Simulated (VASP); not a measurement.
Band structure of CdF2 (fluorite). All values below come from r2SCAN meta-GGA, VASP's PBE PAW potentials (set 64) (plane waves; VASP).

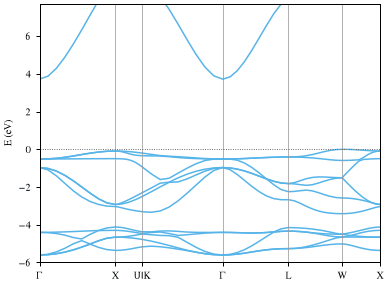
Bands along high-symmetry lines, zero at the valence-band maximum or, without a gap, the Fermi level

Task: Read the plot: is there a gap, and where are the band edges?

Result: The gap is indirect, 3.72 eV, from the valence maximum at W to the conduction minimum at Γ.

Measured: gap 7.80 eV (computed value off by -4.08 eV), as given by Giancarlo Cappellini et al., Physical Review B (2013), arXiv:1302.2571.

The compound is CdF2 in the fluorite structure. It was relaxed first.
